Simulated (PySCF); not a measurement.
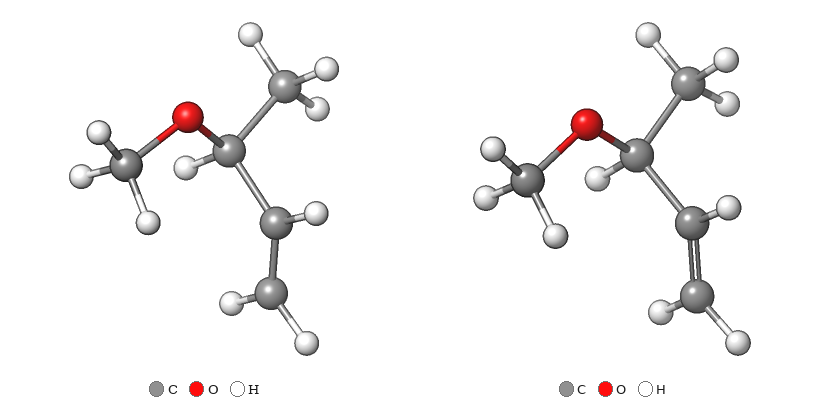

The same structure drawn twice, from different directions.

The computed structure is the end point of a GFN2-xTB optimisation. No frequency run is at hand to confirm it as a minimum.

What does the picture show?

The molecule is C₅H₁₀O. As SMILES it reads `C=C[C@H](C)OC`. It has no ring. Among its groups: ether, alkene. This geometry has C1 symmetry. Coordination: 2 C trigonal planar; 3 C tetrahedral; 1 O bent.

More results for the same structure follow; atom numbers are the same in all pictures, views and colours differ.

**Shape**

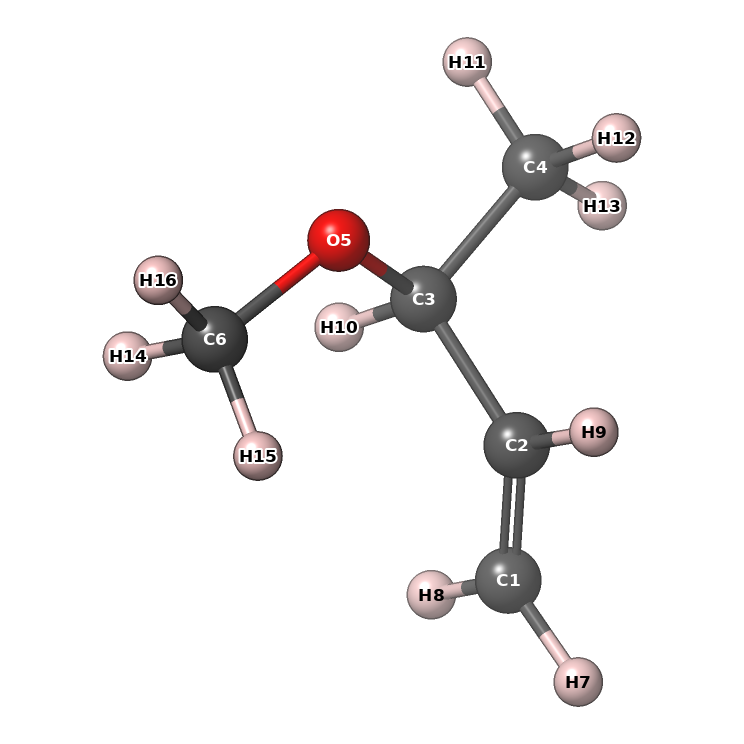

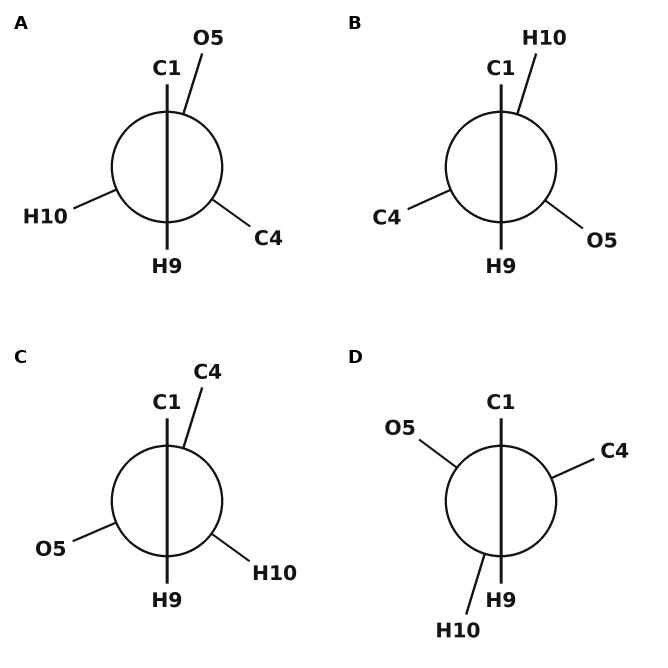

Depth is shown by fading: the farther an atom, the more it takes the colour of the background. Bonds that would overlap in a projection are set slightly apart. No frequency run is at hand to confirm it as a minimum.

Question: Which Newman projection shows the view along C2–C3, with C2 in front?

Answer: B. The torsion angle C1–C2–C3–O5 is 127°, anticlinal.

**Dipole moment**

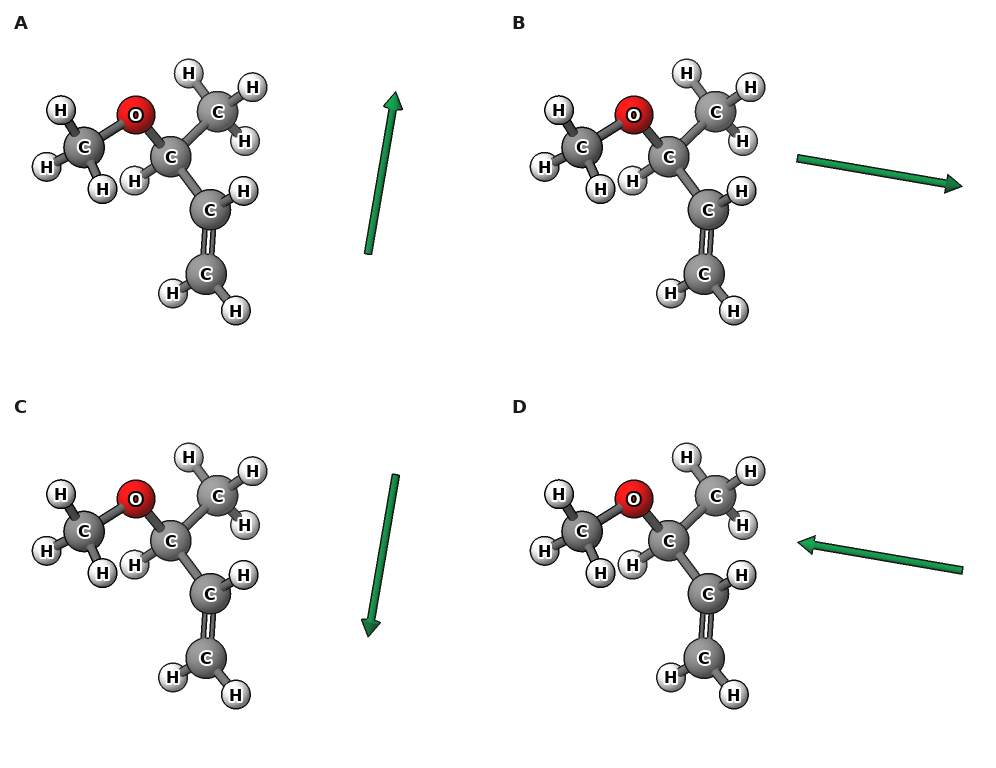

The same molecule four times, each with an arrow. No frequency run is at hand to confirm it as a minimum. Level of theory: CAM-B3LYP/def2-SVPD, gas phase (PySCF 2.14.0).

Question: Which arrow points along the dipole moment, from the negative to the positive end?

Answer: C. The dipole moment is 1.21 D.

**Polarisability**

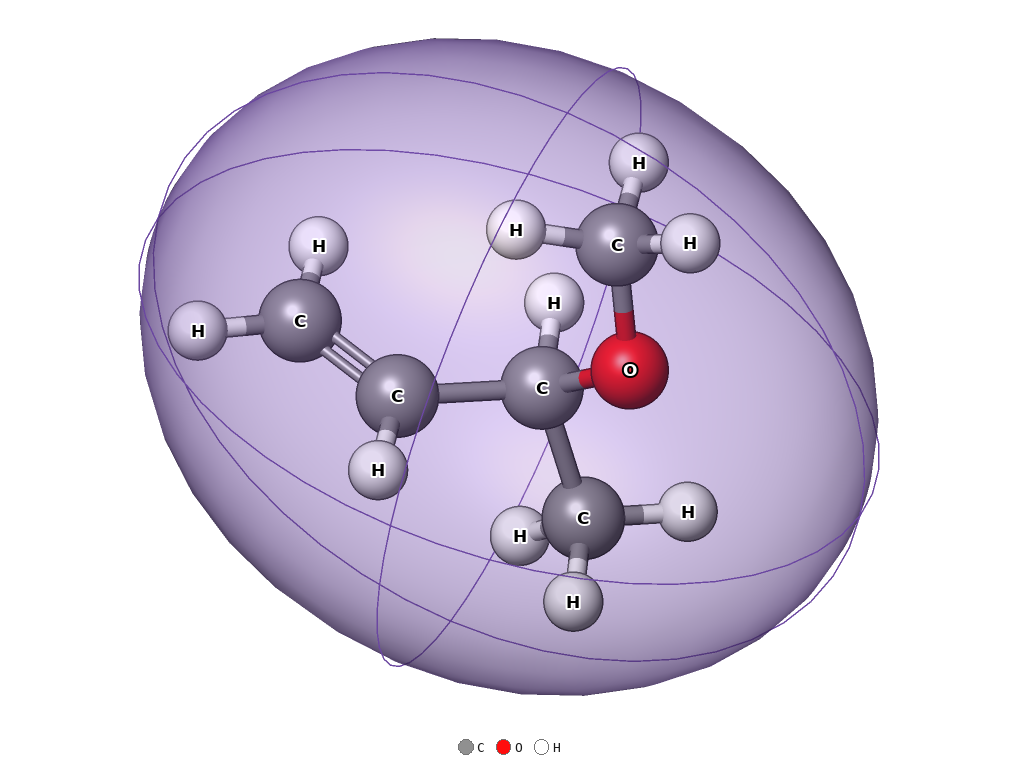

The ellipsoid shows the static dipole polarisability: its half-axes are proportional to the principal values. No frequency run is at hand to confirm it as a minimum. Computed with CAM-B3LYP/def2-SVPD (PySCF 2.14.0).

Question: How large and how anisotropic is the polarisability?

Answer: Principal values 58.4, 66.1, 76.5 bohr³; mean 67.0 bohr³ (9.93 Å³); anisotropy 15.8 bohr³, so the longest axis is 1.31 times the shortest.

**Excitation**

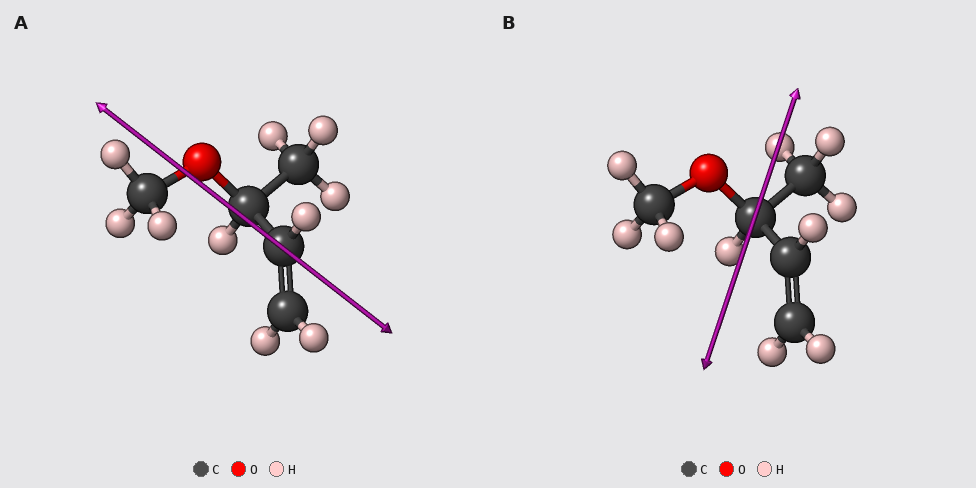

The double arrows show the directions of two transition dipoles from the ground state (lengths mean nothing). No frequency run is at hand to confirm it as a minimum. Level of theory: TDDFT CAM-B3LYP/def2-SVPD, vertical, gas phase, core orbitals frozen in the response (PySCF 2.14.0).

Question: One belongs to singlet state 4 and one to singlet state 5. Which is which?

Answer: A: state 4, 7.70 eV (161 nm), oscillator strength 0.091, mainly HOMO−1 → LUMO+1 (weight 0.65).
B: state 5, 8.07 eV (154 nm), oscillator strength 0.030, of mixed character, with the largest part HOMO → LUMO+4 (weight 0.39).
